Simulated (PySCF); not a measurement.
**[ReO(OH)3]2+: other spin states, a change of charge and excitations**

How does [ReO(OH)3]2+ respond at fixed geometry? The runs cover other spin states, a change of charge and excitations. The species was built from a template and needn't be a known compound.

Method: PBE, Re def2-SVP with ECP60, O def2-SVP, H def2-SVP; scalar-relativistic core potentials, no spin–orbit coupling; program: PySCF 2.14.0.

3 further runs of the same task are left out: 2 for a known fault of the program, 1 that didn't finish.

## (1) The starting structure

8 atoms, charge 2, spin multiplicity 1.

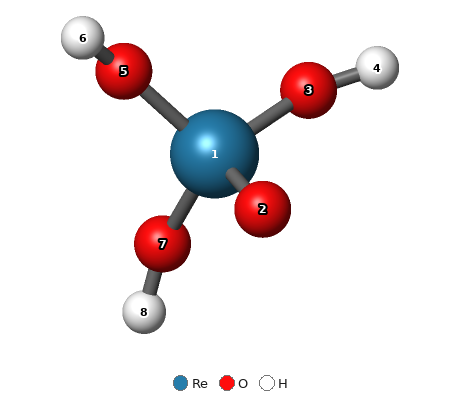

The geometry (rhenium blue, oxygen red, hydrogen white); atoms are numbered from 1 in the order of the file.

Geometry (Å):

```xyz
8

Re   -0.1261   -0.0915   -0.1450
O     0.9008    0.7733    0.8416
O    -1.2516   -1.0168    0.8769
H    -1.6337   -1.3290    1.7509
O     0.8492   -1.1904   -1.1486
H     1.7024   -1.6000   -1.4832
O    -1.0245    1.0558   -1.1668
H    -1.2603    1.9698   -1.5079
```

Formal oxidation states: Re +7. An earlier session relaxed this geometry at PBE, Re def2-SVP with ECP60, O def2-SVP, H def2-SVP (singlet, point group C3v).

Its energy there is -379.828188 Eh.

## (2) Multiplicity 3 at the relaxed geometry

run.py (the lines that set the calculation)

```python
mol = gto.M(atom='''
Re    -0.12606    -0.09151    -0.14501
O      0.90081     0.77328     0.84161
O     -1.25165    -1.01678     0.87692
H     -1.63374    -1.32904     1.75089
O      0.84919    -1.19040    -1.14859
H      1.70238    -1.59996    -1.48324
O     -1.02446     1.05580    -1.16678
H     -1.26033     1.96976    -1.50792''',
    basis={'Re': 'def2-SVP', 'O': 'def2-SVP', 'H': 'def2-SVP'},
    ecp={'Re': 'def2-SVP'},
    charge=2, spin=2)
mf = dft.UKS(mol, xc='PBE')
mf.grids.atom_grid = (50, 194)
mf = mf.density_fit()  # fitting sets: Re def2-universal-JKFIT, O def2-universal-JKFIT, H def2-universal-JKFIT
mf.conv_tol = 1e-08; mf.max_cycle = 55
mf.kernel(dm0)  # dm0: free metal ions and neutral atoms
```

The run is started by

```console
$ OMP_NUM_THREADS=2 python run.py
```

What it wrote:

```text
init E= -383.684787825467
cycle= 1 E= -378.778152199153  delta_E= 4.91  |g|= 1.39  |ddm|= 2.93
cycle= 2 E= -375.811570254006  delta_E= 2.97  |g|=  2.5  |ddm|= 3.53
cycle= 3 E= -379.210694702874  delta_E= -3.4  |g|= 0.962  |ddm|= 3.02
cycle= 4 E= -379.032295047922  delta_E= 0.178  |g|= 1.22  |ddm|= 1.64
cycle= 5 E= -379.22581224429  delta_E= -0.194  |g|= 0.951  |ddm|= 1.48
cycle= 6 E= -379.525646798517  delta_E= -0.3  |g|= 0.532  |ddm|= 1.23
cycle= 7 E= -379.54208992438  delta_E= -0.0164  |g|= 0.515  |ddm|= 1.23
cycle= 8 E= -379.607469289052  delta_E= -0.0654  |g|= 0.33  |ddm|= 1.01
cycle= 9 E= -379.623281094629  delta_E= -0.0158  |g|= 0.273  |ddm|= 0.99
cycle= 10 E= -379.640213832041  delta_E= -0.0169  |g|= 0.214  |ddm|= 0.989
cycle= 11 E= -379.662212862485  delta_E= -0.022  |g|= 0.0813  |ddm|= 0.499
cycle= 12 E= -379.665411422527  delta_E= -0.0032  |g|= 0.0268  |ddm|= 0.142
cycle= 13 E= -379.664901276381  delta_E= 0.00051  |g|= 0.0443  |ddm|= 0.137
cycle= 14 E= -379.665888336368  delta_E= -0.000987  |g|= 0.0104  |ddm|= 0.0671
cycle= 15 E= -379.665943194474  delta_E= -5.49e-05  |g|= 0.00487  |ddm|= 0.0261
cycle= 16 E= -379.665952209794  delta_E= -9.02e-06  |g|= 0.0037  |ddm|= 0.03
cycle= 17 E= -379.665956354555  delta_E= -4.14e-06  |g|= 0.00216  |ddm|= 0.00336
cycle= 18 E= -379.665957467219  delta_E= -1.11e-06  |g|= 0.00183  |ddm|= 0.00306
cycle= 19 E= -379.665958621476  delta_E= -1.15e-06  |g|= 0.00105  |ddm|= 0.00348
cycle= 20 E= -379.665959200557  delta_E= -5.79e-07  |g|= 0.000216  |ddm|= 0.0014
cycle= 21 E= -379.665959223651  delta_E= -2.31e-08  |g|= 3.95e-05  |ddm|= 0.000328
...
cycle= 40 E= -379.665400291183  delta_E= -8.82e-05  |g|= 0.00224  |ddm|= 0.0258
cycle= 41 E= -379.665472345577  delta_E= -7.21e-05  |g|= 0.00201  |ddm|= 0.0238
cycle= 42 E= -379.665537965294  delta_E= -6.56e-05  |g|= 0.00421  |ddm|= 0.0259
cycle= 43 E= -379.66560078927  delta_E= -6.28e-05  |g|= 0.003  |ddm|= 0.0224
cycle= 44 E= -379.665654151734  delta_E= -5.34e-05  |g|= 0.00302  |ddm|= 0.0215
cycle= 45 E= -379.665682096483  delta_E= -2.79e-05  |g|= 0.00794  |ddm|= 0.0242
cycle= 46 E= -379.665729534219  delta_E= -4.74e-05  |g|= 0.00694  |ddm|= 0.0201
cycle= 47 E= -379.665777269192  delta_E= -4.77e-05  |g|= 0.00429  |ddm|= 0.0173
cycle= 48 E= -379.665774400998  delta_E= 2.87e-06  |g|= 0.00972  |ddm|= 0.0192
cycle= 49 E= -379.665797742897  delta_E= -2.33e-05  |g|= 0.00971  |ddm|= 0.0155
cycle= 50 E= -379.665833313761  delta_E= -3.56e-05  |g|= 0.00776  |ddm|= 0.0135
cycle= 51 E= -379.665840418465  delta_E= -7.1e-06  |g|= 0.0092  |ddm|= 0.0136
cycle= 52 E= -379.66586037226  delta_E= -2e-05  |g|= 0.00845  |ddm|= 0.0116
cycle= 53 E= -379.665887204152  delta_E= -2.68e-05  |g|= 0.00625  |ddm|= 0.0101
cycle= 54 E= -379.66589317449  delta_E= -5.97e-06  |g|= 0.00694  |ddm|= 0.00958
cycle= 55 E= -379.665901791581  delta_E= -8.62e-06  |g|= 0.00681  |ddm|= 0.00846
SCF not converged.
macro= 0  E= -379.665959201887  delta_E= -5.74103e-05  |g|= 0.00033453  3 KF 16 JK
macro= 1  E= -379.665959223795  delta_E= -2.19081e-08  |g|= 0.000114538  1 KF 7 JK
macro= 2  E= -379.665959223812  delta_E= -1.71667e-11  |g|= 3.39093e-05  1 KF 2 JK
macro X = 3  E=-379.665959223812  |g|= 3.39093e-05  total 6 KF 29 JK
converged SCF energy = -379.665959223812  <S^2> = 2.0062996  2S+1 = 3.0041968
```

Wall time 82 s (2 threads of Arm Neoverse V1, shared host).

Result: E = -379.665959 Eh (+4.414 eV from the relaxed state), HOMO -16.13 eV, LUMO -20.34 eV (over both spins), ⟨S²⟩ = 2.006, Mulliken charge on Re1 +1.44 e. An empty level of one spin lies below a filled level of the other.

## (3) One electron removed, multiplicity 2

run.py (the lines that set the calculation), as its differences from that of step 2:

```diff
@@ -11,3 +11,3 @@
     ecp={'Re': 'def2-SVP'},
-    charge=2, spin=2)
+    charge=3, spin=1)
 mf = dft.UKS(mol, xc='PBE')
@@ -16,2 +16,2 @@
 mf.conv_tol = 1e-08; mf.max_cycle = 55
-mf.kernel(dm0)  # dm0: free metal ions and neutral atoms
+mf.kernel(dm0)  # dm0: the density of the relaxed state
```

The run is started by

```console
$ OMP_NUM_THREADS=2 python run.py
```

What it wrote:

```text
init E= -379.831482763433
cycle= 1 E= -378.883326363831  delta_E= 0.948  |g|= 0.341  |ddm|= 0.671
  HOMO = -1.00747513447  LUMO = -1.00175664977  gap/eV = 0.15561
cycle= 2 E= -377.907586296812  delta_E= 0.976  |g|= 1.51  |ddm|=  1.3
  HOMO = -1.05327919978  LUMO = -1.04646839123  gap/eV = 0.18533
cycle= 3 E= -378.789576008659  delta_E= -0.882  |g|= 0.578  |ddm|= 1.31
  HOMO = -1.02296773932  LUMO = -1.01673402441  gap/eV = 0.16963
cycle= 4 E= -378.779013936549  delta_E= 0.0106  |g|= 0.577  |ddm|= 1.04
  HOMO = -1.0229544212  LUMO = -1.01736153738  gap/eV = 0.15219
cycle= 5 E= -378.821591739485  delta_E= -0.0426  |g|= 0.486  |ddm|= 0.864
  HOMO = -1.02054591959  LUMO = -1.01897363239  gap/eV = 0.04278
cycle= 6 E= -378.920406073907  delta_E= -0.0988  |g|= 0.183  |ddm|= 0.932
  HOMO = -1.01763921767  LUMO = -1.01460785695  gap/eV = 0.08249
cycle= 7 E= -378.874107915351  delta_E= 0.0463  |g|= 0.358  |ddm|= 0.909
  HOMO = -1.01678259175  LUMO = -1.01431234759  gap/eV = 0.06722
cycle= 8 E= -378.887380412996  delta_E= -0.0133  |g|= 0.314  |ddm|= 0.0859
cycle= 9 E= -378.913491075229  delta_E= -0.0261  |g|= 0.222  |ddm|= 0.264
  HOMO = -1.01741940367  LUMO = -1.01550802818  gap/eV = 0.05201
cycle= 10 E= -378.921135131796  delta_E= -0.00764  |g|= 0.185  |ddm|= 0.331
  HOMO = -1.01758675807  LUMO = -1.01542550434  gap/eV = 0.05881
cycle= 11 E= -378.914483617889  delta_E= 0.00665  |g|= 0.218  |ddm|= 0.154
cycle= 12 E= -378.93685530099  delta_E= -0.0224  |g|= 0.0575  |ddm|= 0.315
...
cycle= 48 E= -378.938290090147  delta_E= -5.32e-08  |g|= 0.000475  |ddm|= 0.000501
  HOMO = -1.01696965104  LUMO = -0.914321277018  gap/eV = 2.79320
cycle= 49 E= -378.93829015469  delta_E= -6.45e-08  |g|= 0.000497  |ddm|= 0.000489
  HOMO = -1.01696945797  LUMO = -0.914320857076  gap/eV = 2.79321
cycle= 50 E= -378.938290210574  delta_E= -5.59e-08  |g|= 0.000529  |ddm|= 0.000468
  HOMO = -1.01696965882  LUMO = -0.914321522535  gap/eV = 2.79320
cycle= 51 E= -378.938290252547  delta_E= -4.2e-08  |g|= 0.000574  |ddm|= 0.000441
  HOMO = -1.01696966672  LUMO = -0.914321138921  gap/eV = 2.79321
cycle= 52 E= -378.938290292463  delta_E= -3.99e-08  |g|= 0.000613  |ddm|= 0.000419
  HOMO = -1.01696963488  LUMO = -0.914321049973  gap/eV = 2.79321
cycle= 53 E= -378.938290332767  delta_E= -4.03e-08  |g|= 0.000646  |ddm|= 0.000401
  HOMO = -1.01696935926  LUMO = -0.914320885685  gap/eV = 2.79321
cycle= 54 E= -378.938290368978  delta_E= -3.62e-08  |g|= 0.000677  |ddm|= 0.000379
  HOMO = -1.01696896239  LUMO = -0.914320115858  gap/eV = 2.79322
cycle= 55 E= -378.938290404037  delta_E= -3.51e-08  |g|= 0.000707  |ddm|= 0.000366
SCF not converged.
  HOMO = -1.01704120615  LUMO = -1.01431367557  gap/eV = 0.07422
macro= 0  E= -378.938285052514  delta_E= 5.35152e-06  |g|= 0.000706958  2 KF 10 JK
macro= 1  E= -378.938285908339  delta_E= -8.55825e-07  |g|= 0.000213478  2 KF 12 JK
macro= 2  E= -378.938285909857  delta_E= -1.51886e-09  |g|= 4.34171e-05  1 KF 3 JK
macro X = 3  E=-378.938285909857  |g|= 4.34171e-05  total 6 KF 29 JK
converged SCF energy = -378.938285909857  <S^2> = 0.76289501  2S+1 = 2.0128537
```

Wall time 49 s (2 threads of Arm Neoverse V1, shared host).

Read off: E = -378.938286 Eh (+24.215 eV from the relaxed state), HOMO -27.67 eV, LUMO -27.60 eV (over both spins), ⟨S²⟩ = 0.763, Mulliken charge on Re1 +1.70 e. 

## (4) One electron added, multiplicity 2

run.py (the lines that set the calculation), as its differences from that of step 3:

```diff
@@ -11,3 +11,3 @@
     ecp={'Re': 'def2-SVP'},
-    charge=3, spin=1)
+    charge=1, spin=1)
 mf = dft.UKS(mol, xc='PBE')
```

The run is started by

```console
$ OMP_NUM_THREADS=2 python run.py
```

What it wrote:

```text
init E= -379.831219292847
  HOMO = -0.599240380387  LUMO = -0.591435105628  gap/eV = 0.21239
cycle= 1 E= -380.241046776018  delta_E= -0.41  |g|= 0.304  |ddm|=  1.1
  HOMO = -0.230370903406  LUMO = -0.221202549464  gap/eV = 0.24948
cycle= 2 E= -380.137618948873  delta_E= 0.103  |g|= 0.552  |ddm|= 1.77
  HOMO = -0.319134874523  LUMO = -0.301583953681  gap/eV = 0.47758
cycle= 3 E= -380.26488674525  delta_E= -0.127  |g|= 0.263  |ddm|= 0.606
  HOMO = -0.327224735586  LUMO = -0.307113082197  gap/eV = 0.54727
cycle= 4 E= -380.281976463038  delta_E= -0.0171  |g|= 0.145  |ddm|= 1.58
  HOMO = -0.329548739848  LUMO = -0.309231469983  gap/eV = 0.55286
cycle= 5 E= -380.288180893816  delta_E= -0.0062  |g|= 0.0785  |ddm|= 1.58
  HOMO = -0.330063516972  LUMO = -0.310487973398  gap/eV = 0.53268
cycle= 6 E= -380.289109824439  delta_E= -0.000929  |g|= 0.059  |ddm|= 1.57
  HOMO = -0.331034700472  LUMO = -0.309120564572  gap/eV = 0.59631
cycle= 7 E= -380.289788293767  delta_E= -0.000678  |g|= 0.0487  |ddm|= 1.57
  HOMO = -0.330592865729  LUMO = -0.309075189558  gap/eV = 0.58553
cycle= 8 E= -380.290176917988  delta_E= -0.000389  |g|= 0.04  |ddm|= 0.114
  HOMO = -0.330603105062  LUMO = -0.309878561712  gap/eV = 0.56394
cycle= 9 E= -380.289960149241  delta_E= 0.000217  |g|= 0.0414  |ddm|= 0.646
  HOMO = -0.330550158383  LUMO = -0.311615441168  gap/eV = 0.51524
cycle= 10 E= -380.289916397672  delta_E= 4.38e-05  |g|= 0.0459  |ddm|= 1.53
  HOMO = -0.330641927532  LUMO = -0.311356260404  gap/eV = 0.52479
...
  HOMO = -0.329842573789  LUMO = -0.220945372233  gap/eV = 2.96324
cycle= 49 E= -380.291022454285  delta_E= -1.36e-07  |g|= 0.000669  |ddm|= 0.00207
  HOMO = -0.329842446649  LUMO = -0.22094534732  gap/eV = 2.96324
cycle= 50 E= -380.291022590487  delta_E= -1.36e-07  |g|= 0.000894  |ddm|= 0.00209
  HOMO = -0.329841692715  LUMO = -0.220943683793  gap/eV = 2.96327
cycle= 51 E= -380.291022878597  delta_E= -2.88e-07  |g|= 0.000937  |ddm|= 0.0021
  HOMO = -0.329843057917  LUMO = -0.220944689683  gap/eV = 2.96328
cycle= 52 E= -380.291023075031  delta_E= -1.96e-07  |g|= 0.00108  |ddm|= 0.00213
  HOMO = -0.329837598209  LUMO = -0.220960697325  gap/eV = 2.96269
cycle= 53 E= -380.291020841431  delta_E= 2.23e-06  |g|= 0.00248  |ddm|= 0.00278
  HOMO = -0.329827966003  LUMO = -0.220977469149  gap/eV = 2.96197
cycle= 54 E= -380.291017255302  delta_E= 3.59e-06  |g|= 0.00365  |ddm|= 0.00279
  HOMO = -0.329828156127  LUMO = -0.220976468538  gap/eV = 2.96201
cycle= 55 E= -380.291016650683  delta_E= 6.05e-07  |g|= 0.00382  |ddm|= 0.00239
SCF not converged.
  HOMO = -0.331173678776  LUMO = -0.320961593674  gap/eV = 0.27788
macro= 0  E= -380.290992492769  delta_E= 2.41579e-05  |g|= 0.00588686  3 KF 16 JK
macro= 1  E= -380.291142063931  delta_E= -0.000149571  |g|= 0.00026089  3 KF 12 JK
macro= 2  E= -380.291142080321  delta_E= -1.63897e-08  |g|= 4.29179e-05  1 KF 6 JK
macro= 3  E= -380.291142080321  delta_E= -2.27374e-13  |g|= 3.44087e-05  1 KF 2 JK
macro X = 4  E=-380.291142080321  |g|= 3.44087e-05  total 9 KF 41 JK
converged SCF energy = -380.291142080321  <S^2> = 0.75153044  2S+1 = 2.0015299
```

Run time: 74 s. Hardware: 2 threads of Arm Neoverse V1, shared host.

Read off: E = -380.291142 Eh (-12.598 eV from the relaxed state), HOMO -8.99 eV, LUMO -9.00 eV (over both spins), ⟨S²⟩ = 0.752, Mulliken charge on Re1 +1.26 e. An empty level of one spin lies below a filled level of the other.

## (5) Singlet excitations, Tamm-Dancoff B3LYP

run.py (the lines that set the calculation), as its differences from that of step 4:

```diff
@@ -11,4 +11,4 @@
     ecp={'Re': 'def2-SVP'},
-    charge=1, spin=1)
-mf = dft.UKS(mol, xc='PBE')
+    charge=2, spin=0)
+mf = dft.RKS(mol, xc='B3LYP')
 mf.grids.atom_grid = (50, 194)
```

The run is started by

```console
$ OMP_NUM_THREADS=2 python run.py
```

What it wrote:

```text
init E= -380.059038749552
  HOMO = -0.817971441169013  LUMO = -0.569379408906874  gap/eV = 6.76453
cycle= 1 E= -380.04812329149  delta_E= 0.0109  |g|= 0.27  |ddm|= 0.273
  HOMO = -0.807191075134888  LUMO = -0.607792281260149  gap/eV = 5.42592
cycle= 2 E= -379.883666437148  delta_E= 0.164  |g|= 0.984  |ddm|= 0.788
  HOMO = -0.80963909114454  LUMO = -0.585876856220368  gap/eV = 6.08888
cycle= 3 E= -380.056969680416  delta_E= -0.173  |g|= 0.163  |ddm|= 0.632
  HOMO = -0.815590324723499  LUMO = -0.582597855362235  gap/eV = 6.34005
cycle= 4 E= -380.062344435956  delta_E= -0.00537  |g|= 0.0121  |ddm|= 0.114
  HOMO = -0.814812497686044  LUMO = -0.581434333024466  gap/eV = 6.35054
cycle= 5 E= -380.062371419441  delta_E= -2.7e-05  |g|= 0.00214  |ddm|= 0.00823
  HOMO = -0.815039956969816  LUMO = -0.581770310763546  gap/eV = 6.34759
cycle= 6 E= -380.062372435771  delta_E= -1.02e-06  |g|= 0.000263  |ddm|= 0.00185
  HOMO = -0.815023084612517  LUMO = -0.581771839383996  gap/eV = 6.34709
cycle= 7 E= -380.062372448585  delta_E= -1.28e-08  |g|= 0.000107  |ddm|= 0.000231
  HOMO = -0.815023515947865  LUMO = -0.581773136638514  gap/eV = 6.34707
cycle= 8 E= -380.062372450169  delta_E= -1.58e-09  |g|= 6.04e-05  |ddm|= 0.000103
  HOMO = -0.815024988569714  LUMO = -0.581777390664764  gap/eV = 6.34699
Extra cycle  E= -380.062372443356  delta_E= 6.81e-09  |g|= 0.000194  |ddm|= 0.00017
converged SCF energy = -380.062372443356
```

Run time: 57 s. Hardware: 2 threads of Arm Neoverse V1, shared host.

It gives: E = -380.062372 Eh, HOMO -22.18 eV, LUMO -15.83 eV, Mulliken charge on Re1 +1.69 e. 

Singlet excitations:

```tsv
state	energy (eV)	oscillator strength
1	4.84	0.0000
2	4.84	0.0000
3	4.86	0.0000
4	5.15	0.0054
5	5.24	0.0030
6	5.24	0.0029
7	5.63	0.0073
8	5.64	0.0074
```

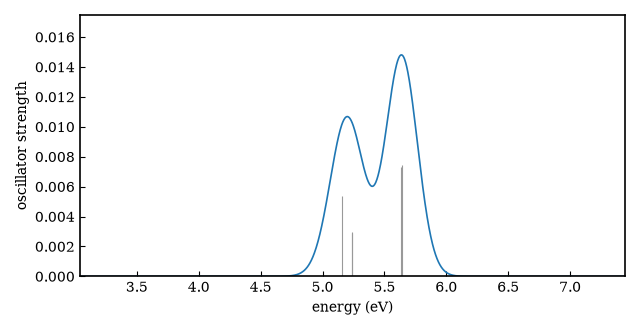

Absorption from the eight lowest singlets. Lines are broadened to a width of 0.30 eV (Gaussian).

## (6) Results

| state | energy from the relaxed state (eV) | ⟨S²⟩ | time |
| --- | --- | --- | --- |
| charge +2, singlet, vacuum (relaxed) | 0 | 0.00 |  |
| charge +1, doublet, vacuum | -12.60 | 0.75 | 74 s |
| charge +2, triplet, vacuum | 4.41 | 2.01 | 82 s |
| charge +3, doublet, vacuum | 24.22 | 0.76 | 49 s |

An electron taken off or put on is at rest in vacuum. 

In the excitation run (B3LYP), the lowest singlet lies at 4.84 eV (gaps between orbitals at other levels can't be set against it), and the brightest of the eight at 5.64 eV (f = 0.007); spin–orbit coupling would mix in triplets. Removing an electron vertically costs 24.22 eV (doublet), against −HOMO = 20.82 eV. Adding an electron vertically releases 12.60 eV (doublet). The triplet lies 4.41 eV above at this geometry. The bases are small and lack diffuse functions. Spin–orbit coupling is left out.
